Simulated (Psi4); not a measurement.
# AlH (SMILES [AlH]) at M06-L/def2-TZVPPD

Aim: the vertical ionisation energy of AlH at M06-L/def2-TZVPPD, from 2 runs. 

The results are computed with Psi4 1.11.

1 further run of the same task is left out (set aside as unsound or not needed).

### Step 1. Starting point

AlH: 2 atoms, total charge 0, spin state singlet. As SMILES, `[AlH]`. Geometry: relaxed at PBE0-D4/def2-TZVP.

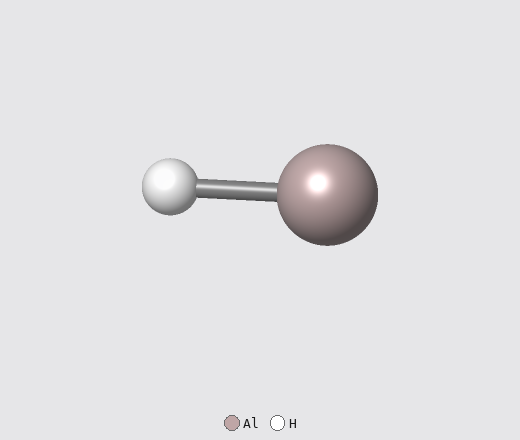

The structure, seen from a chosen angle (aluminium light grey, hydrogen white).

### Step 2. Energy and forces at M06-L/def2-TZVPPD

Input file alh.json:

```json
{
 "schema_name": "qcschema_input",
 "schema_version": 1,
 "molecule": {
  "schema_name": "qcschema_molecule",
  "schema_version": 2,
  "symbols": ["Al", "H"],
  "geometry": [0.0, 0.0, -0.04845258, 0.0, 0.0, 3.09746899],
  "molecular_charge": 0,
  "molecular_multiplicity": 1,
  "fix_symmetry": "c1",
  "fix_com": true,
  "fix_orientation": true
 },
 "driver": "gradient",
 "model": {
  "method": "m06-l",
  "basis": "def2-TZVPPD"
 },
 "keywords": {
  "puream": true,
  "e_convergence": 1e-09,
  "d_convergence": 1e-08,
  "scf_type": "pk",
  "dft_radial_points": 99,
  "dft_spherical_points": 590,
  "scf_properties": ["MULLIKEN_CHARGES", "LOWDIN_CHARGES", "WIBERG_LOWDIN_INDICES"]
 }
}
```

Run with:

```console
$ psi4 --qcschema alh.json -n 1 --memory 2200MB
```

stdout:

```text
[...]
  Running in c1 symmetry.
[...]
  Nuclear repulsion =    4.132334424344851
[...]
  Multiplicity = 1
[...]
  Nalpha       = 7
  Nbeta        = 7
[...]
    Number of basis functions: 65
[...]
   @RKS iter   1:  -242.94106159865538   -3.21216e-01   3.71217e-03 ADIIS/DIIS
[...]
   @RKS iter  10:  -242.96802552156399   -4.37694e-12   4.44230e-09 DIIS
[...]
    Orbital Energies [Eh]
    ---------------------
    Doubly Occupied:
       1A    -55.768783     2A     -4.104517     3A     -2.614186
       4A     -2.614186     5A     -2.604285     6A     -0.336161
       7A     -0.184576
[...]
  @RKS Final Energy:  -242.96802552156399
   => Energetics <=
    Nuclear Repulsion Energy =              4.1323344243448510
    One-Electron Energy =                -345.7594370198593765
    Two-Electron Energy =                 117.6089070615626042
    DFT Exchange-Correlation Energy =     -18.9498299876120520
    Empirical Dispersion Energy =           0.0000000000000000
    VV10 Nonlocal Energy =                  0.0000000000000000
    Total Energy =                       -242.9680255215639875
[...]
 Multipole Moments:
 ------------------------------------------------------------------------------------
     Multipole            Electronic (a.u.)      Nuclear  (a.u.)        Total (a.u.)
 ------------------------------------------------------------------------------------
 L = 1.  Multiply by 2.5417464519 to convert [e a0] to [Debye]
 Dipole X            :          0.0000002            0.0000000            0.0000002
 Dipole Y            :          0.0000006            0.0000000            0.0000006
 Dipole Z            :         -2.5046163            2.4675854           -0.0370308
 Magnitude           :                                                    0.0370308
[...]
  Mulliken Charges: (a.u.)
   Center  Symbol    Alpha    Beta     Spin     Total
       1    AL     6.31011  6.31011  0.00000  0.37978
       2     H     0.68989  0.68989  0.00000 -0.37978
   Total alpha =  7.00000, Total beta =  7.00000, Total charge = -0.00000
  Lowdin Charges: (a.u.)
   Center  Symbol    Alpha    Beta     Spin     Total
       1    AL     6.30764  6.30764  0.00000  0.38472
       2     H     0.69236  0.69236  0.00000 -0.38472
  Total alpha =  7.00000, Total beta =  7.00000, Total charge = -0.00000
[...]
  -Total Gradient:
     Atom            X                  Y                   Z
    ------   -----------------  -----------------  -----------------
       1        0.000000001295     0.000000004419    -0.003578350542
       2       -0.000000001295    -0.000000004418     0.003623794603
[...]
```

The result, in JSON:

```text
{
 "driver": "gradient",
 "model": {
  "method": "m06-l",
  "basis": "def2-TZVPPD"
 },
 "success": true,
 "return_result": [1.294745095649102e-09, 4.418839349118954e-09, -0.0035783505415221822, -1.2945501910892644e-09, -4.417959361688379e-09, 0.0036237946031602297],
 "properties": {
  "calcinfo_nbasis": 65,
  "calcinfo_nmo": 65,
  "calcinfo_nalpha": 7,
  "calcinfo_nbeta": 7,
  "calcinfo_natom": 2,
  "nuclear_repulsion_energy": 4.132334424344851,
  "return_energy": -242.968025521564,
  "return_gradient": [1.294745095649102e-09, 4.418839349118954e-09, -0.0035783505415221822, -1.2945501910892644e-09, -4.417959361688379e-09, 0.0036237946031602297],
  "scf_one_electron_energy": -345.7594370198594,
  "scf_two_electron_energy": 117.6089070615626,
  "scf_xc_energy": -18.949829987612052,
  "scf_dipole_moment": [1.659129453953806e-07, 5.662151731869754e-07, -0.03703083833934473],
  "scf_total_energy": -242.968025521564,
  "scf_total_gradient": [1.294745095649102e-09, 4.418839349118954e-09, -0.0035783505415221822, -1.2945501910892644e-09, -4.417959361688379e-09, 0.0036237946031602297],
  "scf_iterations": 10
 }
}
```

Wall time 15 s (1 thread of Intel Xeon Platinum 8259CL at 2.50GHz (Skylake/Cascade Lake), shared host); peak memory 0.74 GiB.

### Step 3. The doublet cation at the same level

Input file job.dat:

```
memory 2200 mb

molecule mol {
  1 2
  Al     0.000000     0.000000    -0.025640
  H      0.000000     0.000000     1.639110
  units angstrom
  symmetry c1
  no_reorient
  no_com
}

set {
  basis                def2-TZVPPD
  reference            uks
  puream               true
  e_convergence        1e-09
  d_convergence        1e-08
  scf_type             pk
  dft_radial_points    99
  dft_spherical_points 590
  maxiter              100
}

result, w = gradient('m06-l', return_wfn=True)
oeprop(w, 'MULLIKEN_CHARGES', 'DIPOLE', 'MAYER_INDICES', title='M06-L')
print_variables()
```

Run with:

```console
$ psi4 -n 1 job.dat job.out
```

job.out:

```text
[...]
  Running in c1 symmetry.
[...]
  Nuclear repulsion =    4.132334427817991
[...]
  Multiplicity = 2
[...]
  Nalpha       = 7
  Nbeta        = 6
[...]
    Number of basis functions: 65
[...]
   @UKS iter   1:  -242.64083753825915   -2.09920e-02   3.22878e-03 ADIIS/DIIS
[...]
   @UKS iter  12:  -242.66866873201880   -1.73372e-12   2.29003e-09 DIIS
[...]
   @S^2 Observed:                7.563877291E-01
[...]
    Orbital Energies [Eh]
    ---------------------
    Alpha Occupied:
       1A    -56.096954     2A     -4.428205     3A     -2.937441
       4A     -2.937441     5A     -2.930714     6A     -0.632849
       7A     -0.482407
    Alpha Virtual:
       8A     -0.331239     9A     -0.331239    10A     -0.199130
      11A     -0.142664    12A     -0.117077    13A     -0.117077
      14A     -0.102334    15A     -0.102334    16A     -0.076128
      17A     -0.045477    18A     -0.008766    19A     -0.008766
      20A      0.004121    21A      0.004121    22A      0.026610
      23A      0.026610    24A      0.061111    25A      0.090582
[...]
  @UKS Final Energy:  -242.66866873201880
   => Energetics <=
    Nuclear Repulsion Energy =              4.1323344278179910
    One-Electron Energy =                -341.4126843098924837
    Two-Electron Energy =                 113.3308309350190939
    DFT Exchange-Correlation Energy =     -18.7191497849633812
    Empirical Dispersion Energy =           0.0000000000000000
    VV10 Nonlocal Energy =                  0.0000000000000000
    Total Energy =                       -242.6686687320188014
[...]
  -Total Gradient:
     Atom            X                  Y                   Z
    ------   -----------------  -----------------  -----------------
       1        0.000000000001     0.000000000001    -0.010667915089
       2        0.000000000000     0.000000000000     0.010627692094
[...]
 Multipole Moments:
 ------------------------------------------------------------------------------------
     Multipole            Electronic (a.u.)      Nuclear  (a.u.)        Total (a.u.)
 ------------------------------------------------------------------------------------
 L = 1.  Multiply by 2.5417464519 to convert [e a0] to [Debye]
 Dipole X            :          0.0000000            0.0000000            0.0000000
 Dipole Y            :          0.0000000            0.0000000            0.0000000
 Dipole Z            :         -2.5201130            2.4675855           -0.0525276
 Magnitude           :                                                    0.0525276
[...]
  Mulliken Charges: (a.u.)
   Center  Symbol    Alpha    Beta     Spin     Total
       1    AL     6.33256  5.67300  0.65956  0.99444
       2     H     0.66744  0.32700  0.34044  0.00556
   Total alpha =  7.00000, Total beta =  6.00000, Total charge =  1.00000
  Mayer Bond Indices:
  Total Bond Index:
  Irrep: 1 Size: 2 x 2
                 1                   2
[...]
```

It took 18 s on 1 thread of Intel Xeon Platinum 8259CL at 2.50GHz (Skylake/Cascade Lake), shared host; peak memory 0.74 GiB.

### Step 4. Outcome

Level: M06-L/def2-TZVPPD.

```
                                          quantity          value
                         singlet AlH: total energy  -242.96803 Eh
                        singlet AlH: dipole moment         0.09 D
                          singlet AlH: HOMO energy       -5.02 eV
                          singlet AlH: LUMO energy       -2.12 eV
                        singlet AlH: HOMO–LUMO gap        2.90 eV
             singlet AlH: largest force on an atom     0.186 eV/Å
                      doublet cation: total energy  -242.66867 Eh
doublet cation: HOMO energy (highest over α and β)      -13.13 eV
 doublet cation: LUMO energy (lowest over α and β)      -11.52 eV
                              doublet cation: ⟨S²⟩          0.756
          doublet cation: largest force on an atom     0.549 eV/Å
vertical ionisation energy (to the doublet cation)       8.146 eV
```

**Reading.** The vertical ionisation energy comes to 8.15 eV (188 kcal/mol). −ε(HOMO) before ionisation, 5.02 eV, is 3.12 eV below this ionisation energy.
